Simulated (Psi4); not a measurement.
**A workflow on H2 (hydrogen)**

Wanted: a structure relaxation (r2SCAN-D4/def2-SVP), then the harmonic vibrations of H2 (hydrogen). 

The results are computed with Psi4 1.11.

### Step 1. The structure to begin with

H2 has 2 atoms, charge 0, and is taken as a singlet. SMILES: `[H][H]`. The shape is that of a PBE0-D4/def2-TZVP optimisation. The run starts from this shape.

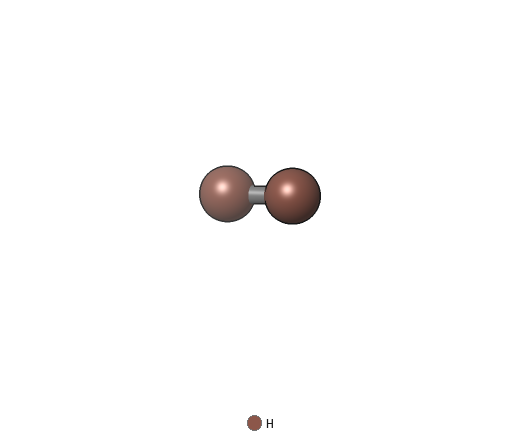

The structure, seen from a chosen angle (hydrogen brown).

### Step 2. A structure relaxation at r2SCAN-D4/def2-SVP (density fitting) (run 1)

calc.inp

```
memory 1600 mb

molecule molecule1 {
  H      0.319300    -0.099200     0.165500
  H     -0.319300     0.099200    -0.165500
  units angstrom
}

set basis def2-SVP
set geom_maxiter 60

result, w = optimize('r2scan-d4', return_wfn=True)
print_variables()
```

Run with:

```sh
$ psi4 -n 1 calc.inp calc.out
```

calc.out:

```text
[...]
  Running in d2h symmetry.
[...]
  Nuclear repulsion =    0.709214241018519
[...]
  Multiplicity = 1
[...]
  Nalpha       = 1
  Nbeta        = 1
[...]
    Number of basis functions: 10
[...]
   @DF-RKS iter   1:    -1.16121619856346   -2.13480e-01   1.57363e-02 DIIS/ADIIS
[...]
   @DF-RKS iter   4:    -1.16634207119342   -2.43601e-11   9.16075e-10 DIIS
[...]
    Orbital Energies [Eh]
    ---------------------
    Doubly Occupied:
       1Ag    -0.390373
    Virtual:
       1B3u    0.078609     2Ag     0.358928     2B3u    0.738236
       1B1u    1.145486     1B2u    1.145486     3Ag     1.802753
       1B2g    1.946890     1B1g    1.946890     3B3u    3.433892
    Final Occupation by Irrep:
             Ag   B1g   B2g   B3g    Au   B1u   B2u   B3u
    DOCC [     1,    0,    0,    0,    0,    0,    0,    0 ]
    NA   [     1,    0,    0,    0,    0,    0,    0,    0 ]
[...]
  @DF-RKS Final Energy:    -1.16634207119342
   => Energetics <=
    Nuclear Repulsion Energy =              0.6979810193268351
    One-Electron Energy =                  -2.4819004814068339
    Two-Electron Energy =                   1.3104989131038431
    DFT Exchange-Correlation Energy =      -0.6929030385434589
    Empirical Dispersion Energy =          -0.0000184836738076
    VV10 Nonlocal Energy =                  0.0000000000000000
    Total Energy =                         -1.1663420711934220
[...]
 Multipole Moments:
 ------------------------------------------------------------------------------------
     Multipole            Electronic (a.u.)      Nuclear  (a.u.)        Total (a.u.)
 ------------------------------------------------------------------------------------
 L = 1.  Multiply by 2.5417464519 to convert [e a0] to [Debye]
 Dipole X            :          0.0000000            0.0000000            0.0000000
 Dipole Y            :          0.0000000            0.0000000            0.0000000
 Dipole Z            :          0.0000000            0.0000000            0.0000000
 Magnitude           :                                                    0.0000000
[...]
  -Total Gradient:
     Atom            X                  Y                   Z
    ------   -----------------  -----------------  -----------------
       1       -0.000020699047    -0.000000000000     0.000000000000
       2        0.000020699047     0.000000000000     0.000000000000
[...]
    Final optimized geometry and variables:
    Molecular point group: d2h
    Full point group: D_inf_h
    Geometry (in Angstrom), charge = 0, multiplicity = 1:
    H            0.379077078042     0.000000000000     0.000000000000
    H           -0.379077078042    -0.000000000000     0.000000000000
  Variable Map:
  ----------------------------------------------------------------------------
  "CURRENT ENERGY"                                    =>      -1.166342071193
  "CURRENT REFERENCE ENERGY"                          =>      -1.166342071193
  "DD SOLVATION ENERGY"                               =>       0.000000000000
  "DFT FUNCTIONAL TOTAL ENERGY"                       =>      -1.166323587520
  "DFT TOTAL ENERGY"                                  =>      -1.166342071193
  "DFT VV10 ENERGY"                                   =>       0.000000000000
[...]
```

The script printed:

```text
Optimizer: Optimization complete!
```

Run time: 7.5 s. Hardware: 1 thread of AMD EPYC 7R43 (Zen 3), shared host; peak memory 0.24 GiB.

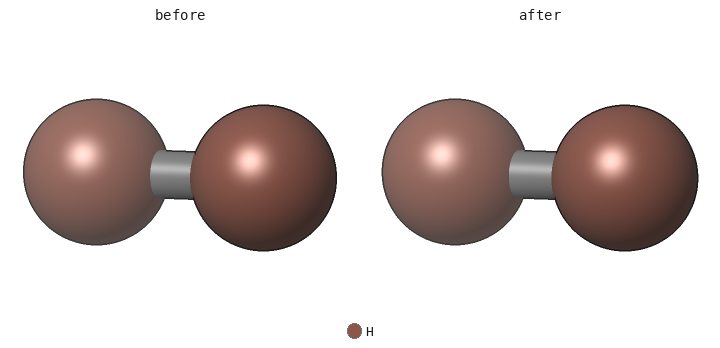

Before and after, at one scale.

After the run. Bond lengths: H1–H2 0.758 Å.

### Step 3. The harmonic vibrations at r2SCAN-D4/def2-SVP (density fitting) (run 2)

input.inp

```
memory 1600 mb

molecule m {
  H      0.324439    -0.100797     0.168164
  H     -0.324439     0.100797    -0.168164
}

set basis def2-SVP
set reference rks
set t 298.15
set rotational_symmetry_number 2

e, wfn = frequency("r2scan-d4", return_wfn=True)
```

Run with:

```sh
$ psi4 input.inp input.out -n 1
```

input.out, shortened:

```text
[...]
  Running in d2h symmetry.
[...]
  Nuclear repulsion =    0.697980048540401
[...]
  Multiplicity = 1
[...]
  Nalpha       = 1
  Nbeta        = 1
[...]
    Number of basis functions: 10
[...]
   @DF-RKS iter   1:    -1.16148883664220   -2.11288e-01   1.54501e-02 ADIIS/DIIS
[...]
  Running in c2h symmetry.
[...]
   @DF-RKS iter   5:    -1.16634207152500   -9.35931e-10   1.58870e-09 DIIS
[...]
  @DF-RKS Final Energy:    -1.16634207152500
   => Energetics <=
    Nuclear Repulsion Energy =              0.6979716137164775
    One-Electron Energy =                  -2.4818875027958534
    Two-Electron Energy =                   1.3104921086313071
    DFT Exchange-Correlation Energy =      -0.6928998073407083
    Empirical Dispersion Energy =          -0.0000184837362204
    VV10 Nonlocal Energy =                  0.0000000000000000
    Total Energy =                         -1.1663420715249975
[...]
 Multipole Moments:
 ------------------------------------------------------------------------------------
     Multipole            Electronic (a.u.)      Nuclear  (a.u.)        Total (a.u.)
 ------------------------------------------------------------------------------------
 L = 1.  Multiply by 2.5417464519 to convert [e a0] to [Debye]
 Dipole X            :          0.0000000            0.0000000            0.0000000
 Dipole Y            :          0.0000000            0.0000000            0.0000000
 Dipole Z            :          0.0000000            0.0000000            0.0000000
 Magnitude           :                                                    0.0000000
[...]
  -Total Gradient:
     Atom            X                  Y                   Z
    ------   -----------------  -----------------  -----------------
       1       -0.000013589197     0.000000000000     0.000000066808
       2        0.000013589197     0.000000000000    -0.000000066808
[...]
  ==> Harmonic Vibrational Analysis <==
[...]
  Freq [cm^-1]                4394.6472
[...]
  IR activ [km/mol]             0.0000
[...]
  Total E_0, Enthalpy at 0 [K]                                                           -1.15633033 [Eh]
[...]
  Total H, Enthalpy at  298.15 [K]                                                       -1.15302568 [Eh]
[...]
  Total G, Gibbs energy at  298.15 [K]                                                   -1.16785627 [Eh]
[...]
```

It took 12 s on 1 thread of AMD EPYC 7R43 (Zen 3), shared host; peak memory 0.22 GiB.

### Step 4. What came out

| quantity | value |
| --- | --- |
| run 1, r2SCAN-D4/def2-SVP: total energy at the end | -1.16634 Eh |
| run 1, r2SCAN-D4/def2-SVP: dipole moment | 0.00 D |
| run 1, r2SCAN-D4/def2-SVP: HOMO energy | -10.62 eV |
| run 1, r2SCAN-D4/def2-SVP: LUMO energy | 2.14 eV |
| run 1, r2SCAN-D4/def2-SVP: HOMO–LUMO gap | 12.76 eV |
| run 1, r2SCAN-D4/def2-SVP: bond length | 0.758 Å |
| run 1, r2SCAN-D4/def2-SVP: dispersion energy | -0.05 kJ/mol |
| run 2, r2SCAN-D4/def2-SVP: harmonic wavenumber | 4395 cm⁻¹ |
| run 2, r2SCAN-D4/def2-SVP: zero-point energy | 26.3 kJ/mol |
| run 2, r2SCAN-D4/def2-SVP: ideal-gas entropy at 298.15 K (symmetry number 2 as used) | 31.2 cal/(mol K) |

The optimisation (run 1, r2SCAN-D4/def2-SVP) took 2 steps and changed the energy by -0.003 eV. The one mode (run 2, r2SCAN-D4/def2-SVP) is real, so the shape is a minimum at this level.
